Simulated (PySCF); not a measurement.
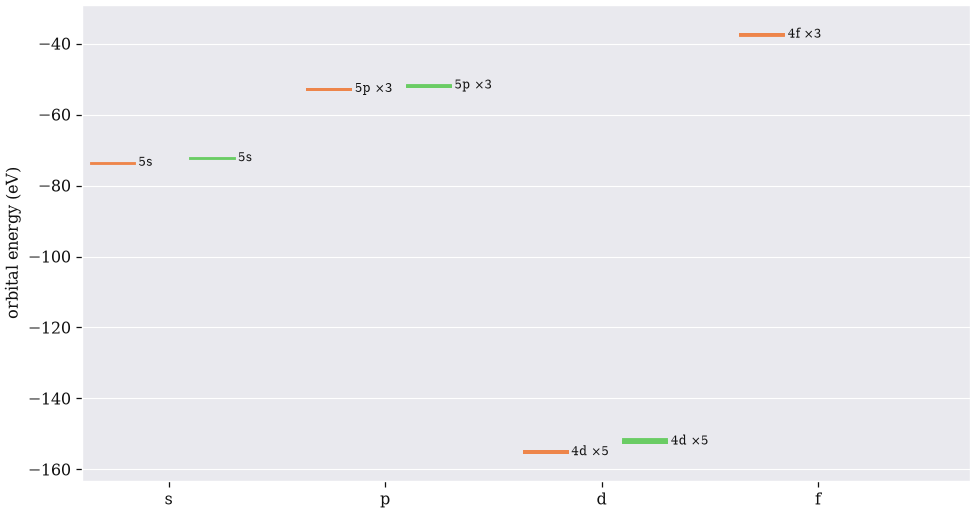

Fig. 1: Orbital energies of the mean field, from the top down to −155.1 eV, by angular momentum, α spin at the left of each column and β at the right; ×n counts the orbitals under one label. The highest filled orbital is 4f α at −37.2 eV, the lowest empty one f α at −25.1 eV.

**Atomic calculation, with input and output: Nd³⁺**

- system: Nd³⁺, configuration 1s2 2s2 2p6 3s2 3p6 3d10 4s2 4p6 4d10 4f3 5s2 5p6, multiplicity 4.
- method: unrestricted wB97X-V, cc-pVTZ-X2C, spin-free X2C-1e, Gaussian nucleus (PySCF)

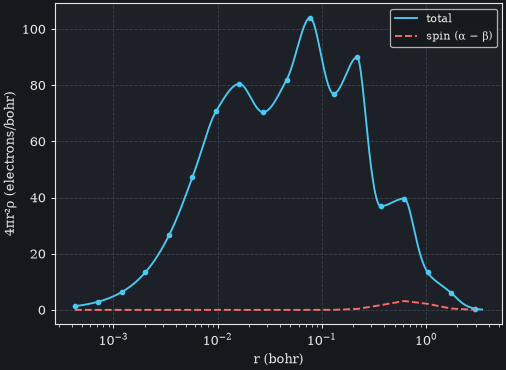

Fig. 2: Spherically averaged radial density 4πr²ρ of the mean field and its spin part; markers are the stored points, which are sparse, and the line is a monotone interpolation between them. The largest stored value is 104 electrons/bohr at r = 0.077 bohr. Root-mean-square radii of the shells: 4s 0.644, 4p 0.684, 4d 0.758, 4f 1.07, 5s 1.53, 5p 1.75 bohr.

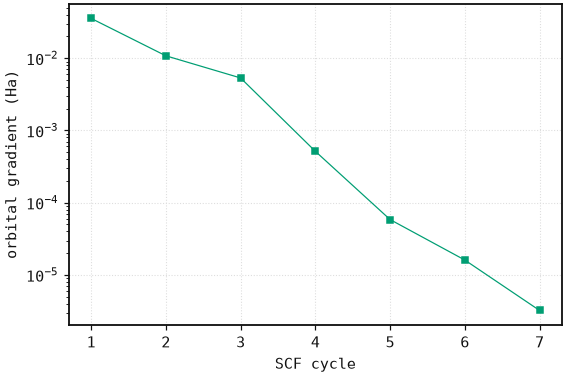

Fig. 3: Convergence: orbital gradient against the SCF cycle. The residual falls at every step. It goes from 0.036 to 3.2×10⁻⁶ in 7 steps.

These pictures come from the run below.

**The input**
```python
from pyscf import gto, scf, dft, mp, cc
import basis_set_exchange as bse
mol = gto.M(atom="Nd 0 0 0", charge=3, spin=3, symmetry="D2h",
            basis=gto.basis.parse(bse.get_basis("cc-pVTZ-X2C", elements=["Nd"], fmt="nwchem", header=False)),
            nucmod="G")
mf = dft.UKS(mol, xc="WB97X_V").sfx2c1e()
mf.irrep_nelec = {'Ag': (9, 9), 'B1g': (2, 2), 'B2g': (2, 2), 'B3g': (2, 2), 'B1u': (4, 4), 'B2u': (6, 4), 'B3u': (5, 4)}
mf.kernel()
```

The script is an equivalent of what the driver set up; the driver started from orbitals of its own, so the log can be shorter than this script's would be, and it computed the properties (radii, ⟨L²⟩, response) afterwards. It held the occupations shell by shell, which the script's counts by irreducible representation don't always enforce.

Launched within a batch (the task file carries these settings):
```bash
OMP_NUM_THREADS=2 python <driver script> TASK.json OUT
```

**Output (extracts)**
```
damping factor = 0
level_shift factor = 0
DIIS = <class 'pyscf.scf.diis.CDIIS'>
diis_start_cycle = 1
diis_space = 10
diis_damp = 0
SCF conv_tol = 1e-09
SCF conv_tol_grad = None
number electrons alpha = 30  beta = 27
XC functionals = WB97X_V
    N. Mardirossian and M. Head-Gordon.,  Phys. Chem. Chem. Phys. 16, 9904-9924 (2014)
NLC functional = WB97X_V
cycle= 1 E= -9621.55689853183  delta_E= -0.0122  |g|= 0.0356  |ddm|= 0.161
cycle= 2 E= -9621.55711986676  delta_E= -0.000221  |g|= 0.0108  |ddm|= 0.0219
cycle= 3 E= -9621.55713516237  delta_E= -1.53e-05  |g|= 0.00533  |ddm|= 0.00594
cycle= 4 E= -9621.55713843199  delta_E= -3.27e-06  |g|= 0.000515  |ddm|= 0.00173
cycle= 5 E= -9621.55713853521  delta_E= -1.03e-07  |g|= 5.85e-05  |ddm|= 0.000402
cycle= 6 E= -9621.55713853841  delta_E= -3.2e-09  |g|= 1.61e-05  |ddm|= 7.39e-05
cycle= 7 E= -9621.55713853876  delta_E= -3.49e-10  |g|= 3.23e-06  |ddm|= 2.88e-05
converged SCF energy = -9621.55713853876  <S^2> = 3.7510599  2S+1 = 4.0005299
```

**Summary**

| quantity | value |
| --- | --- |
| outcome | converged |
| total energy | −9621.5571 hartree |
| ⟨S²⟩ | 3.751 |
| ⟨L²⟩ | 34.00 |
| SCF iterations | 7 |
| hardware | 2 threads of Arm Neoverse V1, 23 GiB of memory available, shared host |
| wall time | 9.1 s (CPU time 18 s) |

**Remarks**

Radii and densities are those of the two-component orbitals, without the picture-change correction, so the innermost s shells come out slightly too small (about 1 % for 1s near Z = 40, more for heavier atoms). ⟨L²⟩ departs from that of the intended term, so the determinant mixes terms.
